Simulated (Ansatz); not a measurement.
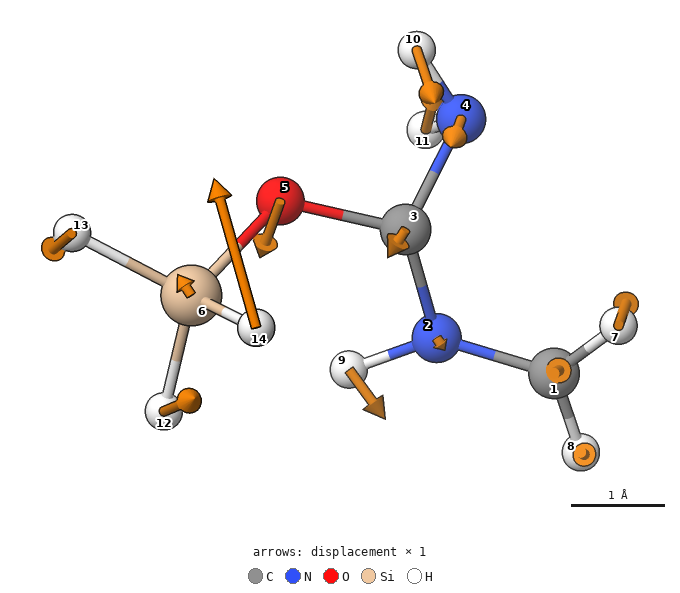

A relaxation of C2H8N2OSi. The starting structure is drawn; orange arrows show the displacements, at their true length. The two geometries are superimposed by the best rigid fit.

A ball-and-stick model, seen at a tilt.

The run prepares an end point of a later path (hydrogen shift) calculation, from a guessed geometry.

These are results of RKS PBE0-D4/def2-SVP (Ansatz), not measurements. (no spin polarisation; force threshold 0.02 eV/Å; at most 50 steps)

> Which element moves most?

Hydrogen: up to 1.72 Å, against 0.85 Å for oxygen.

> What did the optimiser do to the structure, and how much energy did it gain?

The energy falls by 48.6 kcal/mol in 18 accepted moves (20 points after the start). The largest force component goes from 5.5 to 0.01 eV/Å. The line search rejected the trial steps at points 15, 18 of the run. The atom that moves furthest after the best rigid fit is H14 (1.72 Å). Largest moves by element: H 1.72 Å, O 0.85 Å, N 0.63 Å, C 0.55 Å, Si 0.29 Å. Near-neighbour distances that change, for instance: N2–C3 1.439 → 1.342 Å, C3–N4 1.455 → 1.387 Å, N4–H11 1.082 → 1.025 Å, N4–H10 0.960 → 1.015 Å. Among the angles between lasting bonds that change: C1–N2–H9 143.6° → 116.2°, C1–N2–C3 113.1° → 132.1°, C3–N4–H11 97.3° → 113.5°. Groups turn about C3–O5 by about 60°. The run took 44 s on 2 threads of AMD EPYC 9R45 96-Core Processor (Zen 5), on a shared host, peak memory 0.35 GiB.
